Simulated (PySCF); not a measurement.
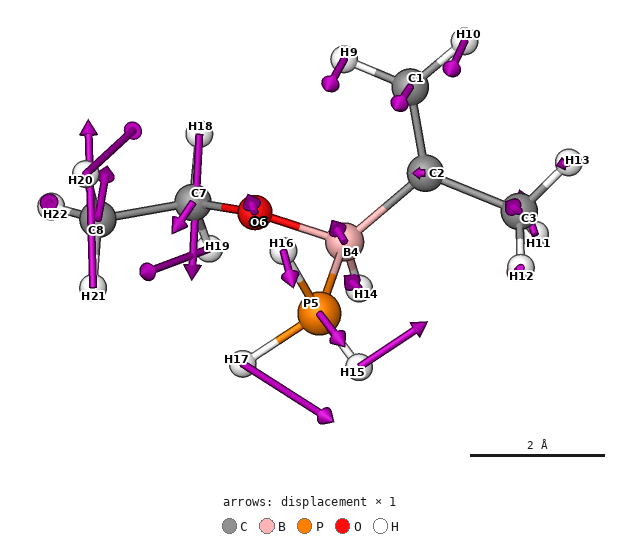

A relaxation of C₅H₁₄BOP. The starting structure is drawn; purple arrows show the displacements, at their true length. The two geometries are superimposed by the best rigid fit.

A ball-and-stick model, seen at a tilt.

The start comes from GFN2-xTB. Its atoms were then displaced at random by about 0.01 Å.

Method: PBE0-D3(BJ)/def2-SVP geometry optimisation, gas phase (PySCF 2.14.0, density-fitted response routines). 

Which element moves most?

Hydrogen: up to 2.72 Å, against 1.17 Å for carbon.

Describe the change and its energy.

The largest move after the best rigid fit is that of H20, 2.72 Å. Largest moves by element: H 2.72 Å, C 1.17 Å, P 0.80 Å, B 0.53 Å, O 0.43 Å. Some distances before and after: P5–O6 2.283 → 3.506 Å, B4–P5 2.009 → 3.147 Å, B4–O6 1.435 → 1.349 Å, C2–B4 1.631 → 1.571 Å. Bonds break, among them: B4–P5 (2.01 → 3.15 Å). Among the angles between lasting bonds that change: C2–B4–H14 114.5° → 121.6°, H15–P5–H17 97.5° → 93.9°, H20–C8–H22 111.3° → 108.3°. Groups turn about O6–C7 by about 80°. Over 29 geometry steps the energy falls by 0.684 eV. The run took 18 min on 1 thread of AMD EPYC (shared host).
